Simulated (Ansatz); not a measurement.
A series of calculations on Si$_{2}$NH$_{7}$S

Part 1: Relaxation

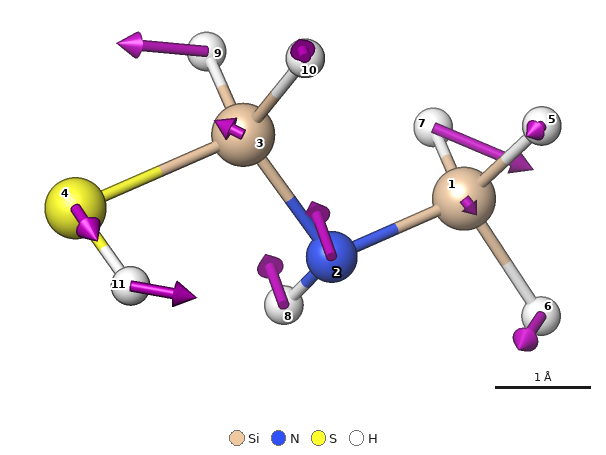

This is a relaxation of Si₂NH₇S. The starting structure is drawn; purple arrows show the displacements, at their true length. The two geometries are superimposed by the best rigid fit.

Style: ball-and-stick. Shown at a tilt.

The run prepares an end point of a later path (hydrogen shift) calculation, from a guessed geometry.

Computed with RKS r2SCAN-D4/def2-SVP (Ansatz).

Input
```yaml
crystal:
  periodic: [false, false, false]
  atoms:
    - { symbol: Si, position_ang: [-0.0546, 1.4119, -0.8541] }
    - { symbol: "N", position_ang: [-0.6947, 0.0132, -0.207] }
    - { symbol: Si, position_ang: [0.525, -0.7744, 0.594] }
    - { symbol: S, position_ang: [-0.2992, -2.48, 1.4585] }
    - { symbol: H, position_ang: [0.9871, 1.1674, -1.8463] }
    - { symbol: H, position_ang: [-1.2388, 2.1204, -1.5558] }
    - { symbol: H, position_ang: [0.3754, 2.3414, 0.2367] }
    - { symbol: H, position_ang: [-1.3915, 0.2438, 0.4488] }
    - { symbol: H, position_ang: [1.0786, 0.0965, 1.7402] }
    - { symbol: H, position_ang: [1.6082, -1.2072, -0.318] }
    - { symbol: H, position_ang: [-0.8301, -2.9901, 0.3237] }
basis:
  gaussian: { orbitals: def2-SVP }
hamiltonian:
  xc: r2scan
  dispersion: d4
relax:
  f_tol: 0.02
  max_steps: 50
output:
  orbitals: {}
```

Command:
```bash
ansatz run input.yaml --threads 2 --pin off --max-ram 3072MiB --backend cpu --events-out ev --progress --plain --runs-dir out
```

**What happened in the run?**

Over 18 accepted moves (19 points after the start) the energy falls by 87.2 kJ/mol. The largest force component goes from 3.6 to 0.019 eV/Å. The line search rejected the trial step at point 5 of the run. H7 moves most after the best rigid fit: 1.15 Å. By element the largest moves are H 1.15 Å, N 0.93 Å, S 0.58 Å, Si 0.35 Å. Near-neighbour distances that change, for instance: Si1–Si3 2.686 → 3.151 Å, N2–Si3 1.658 → 1.736 Å, Si1–N2 1.669 → 1.747 Å, Si3–S4 2.082 → 2.157 Å. Among the angles between lasting bonds that change: Si1–N2–Si3 107.7° → 129.5°, N2–Si3–S4 107.4° → 114.3°, Si3–N2–H8 108.1° → 114.8°. Cost: 34 s on 2 threads of Intel(R) Xeon(R) 6975P-C (Granite Rapids) (shared host), peak memory 0.18 GiB.

Part 2: Relaxation

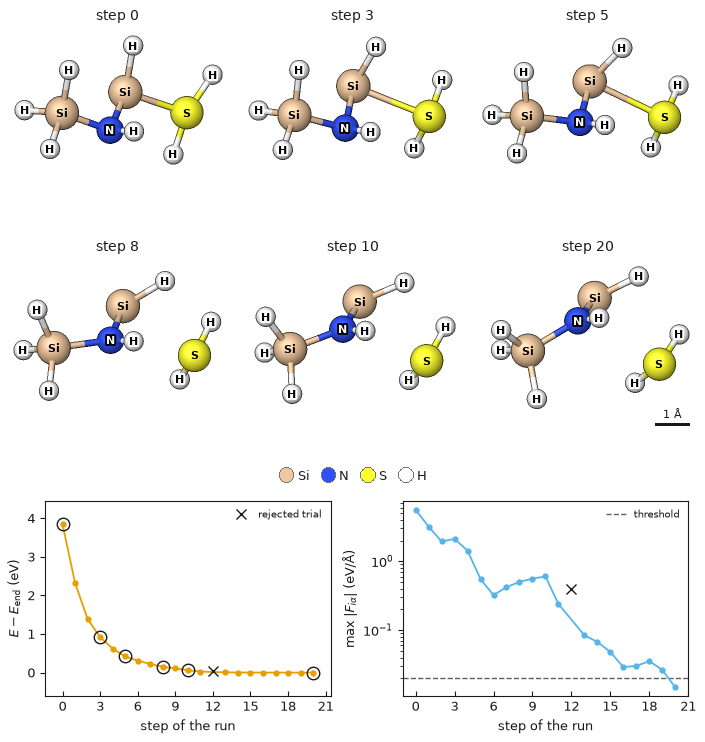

Frames of a relaxation of Si₂NH₇S, marked on the history of the run. A ball-and-stick model, seen from a free direction.

The run prepares an end point of a later path (hydrogen shift) calculation, from a guessed geometry.

Theory: Ansatz 0.2.0, RKS r2SCAN-D4/def2-SVP. (no spin polarisation; force threshold 0.02 eV/Å; at most 50 steps)

Question: What happens along the run?

Answer: An H atom moves most after the best rigid fit: 1.49 Å. Largest moves by element: H 1.49 Å, N 1.29 Å, Si 0.75 Å, S 0.62 Å. Near-neighbour distances that change, for instance: S–Si 2.082 → 2.846 Å, Si–Si 2.686 → 3.124 Å, N–Si 1.658 → 1.760 Å, N–Si 1.669 → 1.748 Å. Bonds break: S–Si (2.08 → 2.85 Å). Bond angles that change, for instance: H–S–H 148.8° → 92.3°, Si–N–Si 107.7° → 125.9°, N–Si–H 110.8° → 95.7°. After 19 accepted moves (20 points after the start) the energy has fallen by 3.838 eV. The largest force component goes from 5.6 to 0.015 eV/Å. The line search rejected the trial step at point 12 of the run. The run took 36 s on 2 threads of Intel(R) Xeon(R) 6975P-C (Granite Rapids) (shared host), peak memory 0.23 GiB. From step 0 to 3: the S atom moves most (0.48 Å), energy −2.921 eV. From step 3 to 5: H atoms move most (0.33 Å), energy −0.497 eV. From step 5 to 8: H atoms move most (0.55 Å), energy −0.270 eV. From step 8 to 10: the N atom moves most (0.35 Å), energy −0.090 eV. From step 10 to 20: an H atom moves most (0.51 Å), energy −0.061 eV.

```json
{"step": "0", "E − E(0), eV": "0.0000", "largest force component, eV/Å": "5.6088", "note": ""}
{"step": "1", "E − E(0), eV": "-1.5164", "largest force component, eV/Å": "3.1827", "note": ""}
{"step": "2", "E − E(0), eV": "-2.4505", "largest force component, eV/Å": "1.9365", "note": ""}
{"step": "3", "E − E(0), eV": "-2.9213", "largest force component, eV/Å": "2.1082", "note": ""}
{"step": "4", "E − E(0), eV": "-3.2163", "largest force component, eV/Å": "1.4256", "note": ""}
{"step": "5", "E − E(0), eV": "-3.4179", "largest force component, eV/Å": "0.5496", "note": ""}
{"step": "6", "E − E(0), eV": "-3.5281", "largest force component, eV/Å": "0.3222", "note": ""}
{"step": "7", "E − E(0), eV": "-3.6137", "largest force component, eV/Å": "0.4217", "note": ""}
{"step": "8", "E − E(0), eV": "-3.6881", "largest force component, eV/Å": "0.5014", "note": ""}
{"step": "9", "E − E(0), eV": "-3.7274", "largest force component, eV/Å": "0.5606", "note": ""}
{"step": "10", "E − E(0), eV": "-3.7776", "largest force component, eV/Å": "0.6008", "note": ""}
{"step": "11", "E − E(0), eV": "-3.8118", "largest force component, eV/Å": "0.2398", "note": ""}
{"step": "12", "E − E(0), eV": "-3.8057", "largest force component, eV/Å": "0.3973", "note": "rejected"}
{"step": "13", "E − E(0), eV": "-3.8310", "largest force component, eV/Å": "0.0843", "note": ""}
{"step": "14", "E − E(0), eV": "-3.8353", "largest force component, eV/Å": "0.0676", "note": ""}
{"step": "15", "E − E(0), eV": "-3.8363", "largest force component, eV/Å": "0.0482", "note": ""}
{"step": "16", "E − E(0), eV": "-3.8376", "largest force component, eV/Å": "0.0291", "note": ""}
{"step": "17", "E − E(0), eV": "-3.8379", "largest force component, eV/Å": "0.0303", "note": ""}
{"step": "18", "E − E(0), eV": "-3.8380", "largest force component, eV/Å": "0.0355", "note": ""}
{"step": "19", "E − E(0), eV": "-3.8382", "largest force component, eV/Å": "0.0266", "note": ""}
{"step": "20", "E − E(0), eV": "-3.8383", "largest force component, eV/Å": "0.0147", "note": ""}
```

Part 3: Path

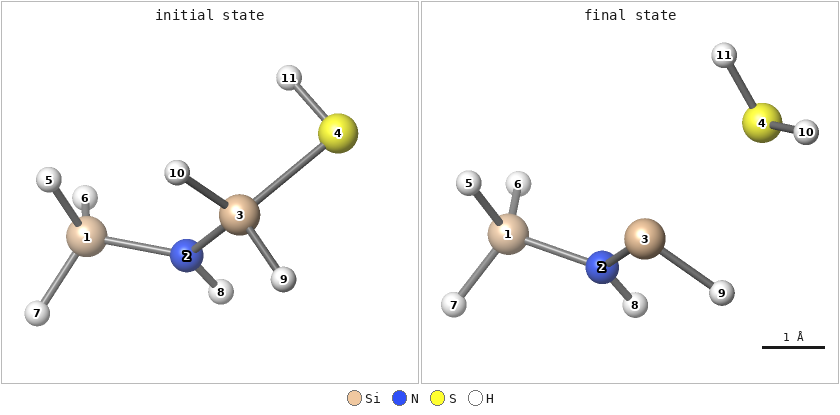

The two relaxed end points of a path for Si$_{2}$NH$_{7}$S. A ball-and-stick model, seen at a tilt.

These are results of RKS r2SCAN-D4/def2-SVP in Ansatz, not measurements.

Set-up: 7 movable images; climbing image; force threshold 0.05 eV/Å; iteration limit 60.

Start:
```xyz
11

Si   -0.2082    1.4786   -0.9957
N    -0.2895    0.5173    0.4603
Si    0.6221   -0.8914    0.9072
S    -0.5287   -2.7148    0.9597
H     0.8939    0.9204   -1.8297
H    -1.4881    1.4284   -1.7706
H     0.0731    2.9172   -0.6971
H    -1.0393    0.7643    1.1072
H     1.1248   -0.8037    2.3076
H     1.7418   -0.9821   -0.0704
H    -0.8366   -2.6914   -0.3578
```

End:
```xyz
11

Si   -0.3502    1.7777   -1.0477
N    -0.0165    0.9090    0.4318
Si    1.2325   -0.3116    0.6527
S    -0.3898   -2.6470    0.5451
H     0.6841    1.3706   -2.0418
H    -1.7089    1.4579   -1.5959
H    -0.3011    3.2599   -0.8425
H    -0.6342    1.1194    1.2161
H     0.9515   -0.5501    2.1503
H     0.5541   -3.3517    1.2086
H     0.0439   -3.0910   -0.6560
```

What barrier does the band find between them, and by what path?

Answer. Forward barrier 242.2 kJ/mol, backward barrier 33.0 kJ/mol, with image 5 at the top; the reaction energy is +209.2 kJ/mol. Breaking: Si3–H10 (1.49 → 1.64 at the top → 3.16 Å), Si3–S4 (2.16 → 2.64 at the top → 2.85 Å). Forming: S4–H10 (3.04 → 1.67 at the top → 1.35 Å). The band converged in 24 iterations, with a climbing image at the top.

Energies of the converged images:

```tsv
image	path (Å)	E (kJ/mol)
0	0.00	0.0
1	0.56	0.1
2	1.12	0.1
3	1.69	17.2
4	2.25	144.2
5	2.81	242.2
6	3.86	215.6
7	4.91	210.3
8	5.96	209.2
```

The geometry at the top of the path:

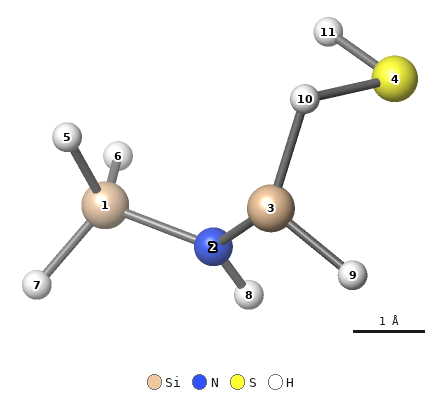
